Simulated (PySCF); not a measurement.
**[Pm(OH)2]+: other functionals and bases at one geometry**

Aim: see how levels, charges and forces of [Pm(OH)2]+ depend on the level of theory. The species was built from a template and needn't be a known compound.

Method: several levels, as the steps say, no spin–orbit coupling; program: PySCF 2.14.0.

1 further run of the same task is left out (for a known fault of the program).

### Step 1. Starting geometry

5 atoms, charge 1, spin multiplicity 1.

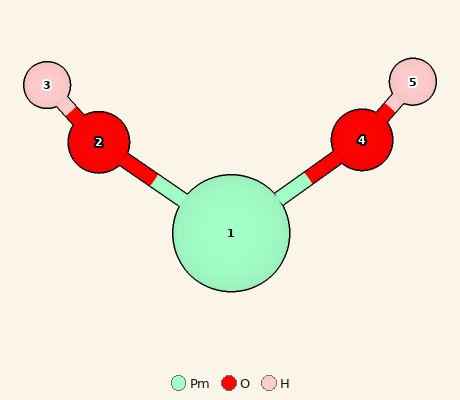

The structure; promethium light green, oxygen red, hydrogen pink; atoms are numbered from 1 in the order of the file.

Coordinates:

```
Pm    0.00000    0.00000   -0.63143
O     1.64905   -0.03412    0.51544
H     2.29105   -0.04732    1.23348
O    -1.64905    0.03412    0.51544
H    -2.29105    0.04732    1.23348
```

Formal oxidation states: Pm +3. Each metal's 4 4f electrons lie in its core potential, so multiplicities, spins and levels count the valence alone. An earlier session relaxed this geometry at PBE0, Pm lcecp-1-SVP with ECP50, O def2-SVP, H def2-SVP (singlet, point group C2v).

At PBE0 on the finer grid: E = -185.371234 Eh, HOMO -13.45 eV, LUMO -6.69 eV, Mulliken charge on Pm1 +1.41 e, largest force component 0.008 eV/Å. 

Levels to run: CAM-B3LYP; revPBE; PBE0, TZVP. Hardware: 2 threads of Arm Neoverse V1, shared host.

### Step 2. CAM-B3LYP

run.py (the lines that set the calculation)

```python
mol = gto.M(atom='''
Pm     0.00000     0.00000    -0.63143
O      1.64905    -0.03412     0.51544
H      2.29105    -0.04732     1.23348
O     -1.64905     0.03412     0.51544
H     -2.29105     0.04732     1.23348''',
    basis={'Pm': 'lcecp-1-SVP', 'O': 'def2-SVP', 'H': 'def2-SVP'},
    ecp={'Pm': 'lcecp-1-SVP'},
    charge=1, spin=0)
mf = dft.RKS(mol, xc='CAMB3LYP')
mf.grids.atom_grid = (75, 302)  # f atoms: unpruned, at least (60, 302)
mf = mf.density_fit()  # fitting sets: Pm AutoAux, O def2-universal-JKFIT, H def2-universal-JKFIT
mf.conv_tol = 1e-08; mf.max_cycle = 55
mf.kernel(dm0)  # dm0: the density of the relaxed state
```

Command:

```
> OMP_NUM_THREADS=2 python run.py
```

Log:

```text
init E= -185.451228750025
  HOMO = -0.548271518136954  LUMO = -0.217834444383197  gap/eV = 8.99165
cycle= 1 E= -185.451921844566  delta_E= -0.000693  |g|= 0.0458  |ddm|= 0.092
  HOMO = -0.536618252935301  LUMO = -0.221526757387046  gap/eV = 8.57408
cycle= 2 E= -185.451356961789  delta_E= 0.000565  |g|= 0.0719  |ddm|= 0.0756
  HOMO = -0.545481879608597  LUMO = -0.220459504698411  gap/eV = 8.84431
cycle= 3 E= -185.452341119822  delta_E= -0.000984  |g|= 0.00114  |ddm|= 0.0439
  HOMO = -0.545451760779676  LUMO = -0.220555262181907  gap/eV = 8.84088
cycle= 4 E= -185.452341890109  delta_E= -7.7e-07  |g|= 0.000473  |ddm|= 0.00247
  HOMO = -0.545524309369593  LUMO = -0.220601952044067  gap/eV = 8.84159
cycle= 5 E= -185.452341976251  delta_E= -8.61e-08  |g|= 6.35e-05  |ddm|= 0.000804
  HOMO = -0.545523674980691  LUMO = -0.220604162398871  gap/eV = 8.84151
cycle= 6 E= -185.452341979883  delta_E= -3.63e-09  |g|= 1.24e-05  |ddm|= 0.000173
  HOMO = -0.545522693104872  LUMO = -0.220604234194443  gap/eV = 8.84148
Extra cycle  E= -185.45234198002  delta_E= -1.37e-10  |g|= 3.68e-06  |ddm|= 2.95e-05
converged SCF energy = -185.45234198002
```

Wall time 2.9 s (2 threads of Arm Neoverse V1, shared host).

Read off: E = -185.452342 Eh, HOMO -14.84 eV, LUMO -6.00 eV, Mulliken charge on Pm1 +1.40 e, largest force component 0.199 eV/Å. 

### Step 3. revPBE

Edit run.py (the lines that set the calculation) of step 2 so:

```diff
@@ -9,3 +9,3 @@
     charge=1, spin=0)
-mf = dft.RKS(mol, xc='CAMB3LYP')
+mf = dft.RKS(mol, xc='PBE_R,PBE')
 mf.grids.atom_grid = (75, 302)  # f atoms: unpruned, at least (60, 302)
```

Command:

```
> OMP_NUM_THREADS=2 python run.py
```

Log:

```text
init E= -185.531764602528
  HOMO = -0.424011038292117  LUMO = -0.275859129887689  gap/eV = 4.03142
cycle= 1 E= -185.529792125932  delta_E= 0.00197  |g|= 0.135  |ddm|= 0.261
  HOMO = -0.463047869649356  LUMO = -0.261272870964092  gap/eV = 5.49058
cycle= 2 E= -185.502759569984  delta_E= 0.027  |g|= 0.375  |ddm|= 0.403
  HOMO = -0.433871077468967  LUMO = -0.268343127870143  gap/eV = 4.50424
cycle= 3 E= -185.53432877689  delta_E= -0.0316  |g|= 0.0203  |ddm|= 0.26
  HOMO = -0.43406724286607  LUMO = -0.270979190981741  gap/eV = 4.43785
cycle= 4 E= -185.534482260552  delta_E= -0.000153  |g|= 0.00254  |ddm|= 0.0328
  HOMO = -0.433778888803218  LUMO = -0.270808846029109  gap/eV = 4.43464
cycle= 5 E= -185.53448369225  delta_E= -1.43e-06  |g|= 0.000471  |ddm|= 0.00257
  HOMO = -0.433791087597838  LUMO = -0.270777022489863  gap/eV = 4.43584
cycle= 6 E= -185.534483752096  delta_E= -5.98e-08  |g|= 0.000118  |ddm|= 0.00059
  HOMO = -0.433790216616066  LUMO = -0.270772612928951  gap/eV = 4.43593
cycle= 7 E= -185.534483755398  delta_E= -3.3e-09  |g|= 2.72e-05  |ddm|= 0.000114
  HOMO = -0.433799227862253  LUMO = -0.270771002410971  gap/eV = 4.43622
Extra cycle  E= -185.53448375418  delta_E= 1.22e-09  |g|= 7.93e-05  |ddm|= 7.95e-05
converged SCF energy = -185.53448375418
```

Run time: 2.7 s. Hardware: 2 threads of Arm Neoverse V1, shared host.

Result: E = -185.534484 Eh, HOMO -11.80 eV, LUMO -7.37 eV, Mulliken charge on Pm1 +1.28 e, largest force component 0.571 eV/Å. 

### Step 4. PBE0, TZVP

Basis: Pm lcecp-1-TZVP with ECP50, O def2-TZVP, H def2-TZVP. 

run.py (the lines that set the calculation)

```python
mol = gto.M(atom='''
Pm     0.00000     0.00000    -0.63143
O      1.64905    -0.03412     0.51544
H      2.29105    -0.04732     1.23348
O     -1.64905     0.03412     0.51544
H     -2.29105     0.04732     1.23348''',
    basis={'Pm': 'lcecp-1-TZVP', 'O': 'def2-TZVP', 'H': 'def2-TZVP'},
    ecp={'Pm': 'lcecp-1-TZVP'},
    charge=1, spin=0)
mf = dft.RKS(mol, xc='PBE0')
mf.grids.atom_grid = (75, 302)  # f atoms: unpruned, at least (60, 302)
mf = mf.density_fit()  # fitting sets: Pm AutoAux, O def2-universal-JKFIT, H def2-universal-JKFIT
mf.conv_tol = 1e-08; mf.max_cycle = 55
mf.kernel(dm0)  # dm0: free metal ions and neutral atoms
```

Command:

```
> OMP_NUM_THREADS=2 python run.py
```

Log:

```text
init E= -185.208630211657
  HOMO = -0.685452919065074  LUMO = -0.293347288249695  gap/eV = 10.66974
cycle= 1 E= -185.185101563812  delta_E= 0.0235  |g|= 1.39  |ddm|= 1.79
  HOMO = -0.262194512555555  LUMO = -0.255650052435025  gap/eV = 0.17808
cycle= 2 E= -180.291613425371  delta_E= 4.89  |g|=  4.4  |ddm|=  3.7
  HOMO = -0.49613694655347  LUMO = -0.21071307110347  gap/eV = 7.76678
cycle= 3 E= -185.519327229415  delta_E= -5.23  |g|= 0.327  |ddm|= 3.51
  HOMO = -0.498447853554002  LUMO = -0.262862399078423  gap/eV = 6.41061
cycle= 4 E= -185.552627557744  delta_E= -0.0333  |g|= 0.104  |ddm|= 0.492
  HOMO = -0.493310516622681  LUMO = -0.246110701001081  gap/eV = 6.72665
cycle= 5 E= -185.555238957066  delta_E= -0.00261  |g|= 0.0174  |ddm|= 0.119
  HOMO = -0.496300419810942  LUMO = -0.245436330832706  gap/eV = 6.82636
cycle= 6 E= -185.555298178778  delta_E= -5.92e-05  |g|= 0.00637  |ddm|= 0.0166
  HOMO = -0.496654137197802  LUMO = -0.245327948934266  gap/eV = 6.83893
cycle= 7 E= -185.555306360064  delta_E= -8.18e-06  |g|= 0.000975  |ddm|= 0.0044
  HOMO = -0.496757523321906  LUMO = -0.245333845770887  gap/eV = 6.84159
cycle= 8 E= -185.555306560621  delta_E= -2.01e-07  |g|= 0.000131  |ddm|= 0.000589
  HOMO = -0.496763701066672  LUMO = -0.245331663357225  gap/eV = 6.84181
cycle= 9 E= -185.555306564328  delta_E= -3.71e-09  |g|= 1.89e-05  |ddm|= 9.07e-05
  HOMO = -0.496768210059909  LUMO = -0.245331494375004  gap/eV = 6.84194
Extra cycle  E= -185.555306564209  delta_E= 1.19e-10  |g|= 3.27e-05  |ddm|= 2.39e-05
converged SCF energy = -185.555306564209
```

Run time: 6.5 s. Hardware: 2 threads of Arm Neoverse V1, shared host.

Read off: E = -185.555307 Eh, HOMO -13.52 eV, LUMO -6.68 eV, Mulliken charge on Pm1 +1.76 e, largest force component 0.154 eV/Å. 

### Step 5. All levels side by side

| level | state | HOMO (eV) | gap (eV) | charge on Pm1 (e) | dipole (D) | largest force (eV/Å) | basis functions | time |
| --- | --- | --- | --- | --- | --- | --- | --- | --- |
| PBE0 (relaxed here) | singlet | -13.45 | 6.76 | 1.41 | 2.66 | 0.01 | 71 | 5.1 s |
| CAM-B3LYP | singlet | -14.84 | 8.84 | 1.40 | 2.79 | 0.20 | 71 | 2.9 s |
| revPBE | singlet | -11.80 | 4.44 | 1.28 | 2.27 | 0.57 | 71 | 2.7 s |
| PBE0, TZVP | singlet | -13.52 | 6.84 | 1.76 | 2.88 | 0.15 | 121 | 6.5 s |

Times are on 2 threads of Arm Neoverse V1, shared host; the first row also made further properties. The dipole of a charged species depends on the origin, so these sizes hold for this origin alone.

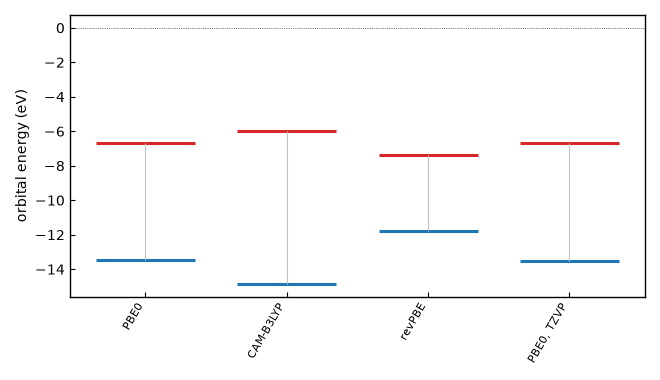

Highest filled and lowest empty level, method by method.

In one basis the HOMO–LUMO gap runs from 4.44 eV (revPBE) to 8.84 eV (CAM-B3LYP). The largest leftover force, 0.57 eV/Å with revPBE, stands at a geometry relaxed at another level. The Mulliken charge on Pm spans +1.28 to +1.76 e over the levels. With 4f in the core, its levels are missing from HOMO and gap. Total energies of different levels can't be compared. Spin–orbit coupling is left out throughout.
